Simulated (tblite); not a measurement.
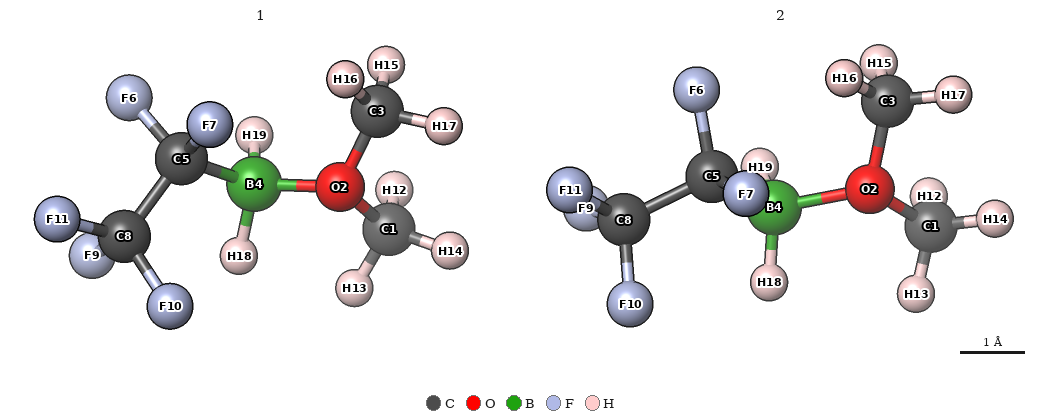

Two geometries of C$_{4}$H$_{8}$BF$_{5}$O, drawn at one scale. One is the start of a relaxation, the other its converged end. A ball-and-stick model, seen at a tilt.

Theory: GFN2-xTB geometry optimisation, gas phase in tblite 0.8.0. 

Which one is relaxed?

Structure 2 is the relaxed one. The atom that moves furthest after the best rigid fit is F7 (1.13 Å). Largest moves by element: F 1.13 Å, H 0.70 Å, C 0.42 Å, B 0.37 Å, O 0.19 Å. Near-neighbour distances that change, for instance: O2–B4 1.447 → 1.603 Å, O2–C3 1.349 → 1.424 Å, B4–C5 1.572 → 1.643 Å, C8–F10 1.392 → 1.338 Å. Among the angles between lasting bonds that change: O2–B4–C5 116.3° → 105.6°, H18–B4–H19 107.9° → 115.8°, O2–C3–H15 117.8° → 111.1°. Groups turn about B4–C5 by about 50°. The energy falls by 105.9 kJ/mol in 150 geometry steps. The run took 1.9 s on 1 thread of Intel(R) Xeon(R) Processor @ 2.70GHz (shared host).
